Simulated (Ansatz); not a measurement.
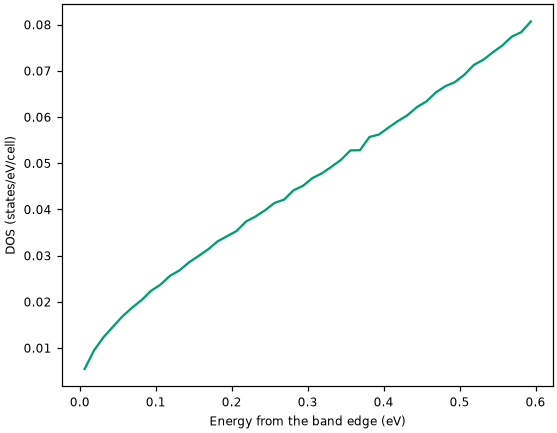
Figure: Density of states of MgBr$_{2}$ (P-3m1) above the conduction band minimum, PBEsol+D3BJ, rigid bands (Ansatz, a first-principles code); cell volume 74.5 Å³.

Task: What effective density of states at 300 K does this give (∫ g(E) exp(−E/k_BT) dE, both spins, divided by the cell's size)?

Result: 3.5e18 cm⁻³, a density-of-states mass of 0.27 mₑ, valleys and band degeneracy included.

Spin-orbit coupling is left out. Geometry: cell and atoms relaxed with PBEsol+D3(BJ).

Formula and space group known from diffraction (Crystallography Open Database), not checked to be the room-temperature form: MgBr2 (P-3m1).
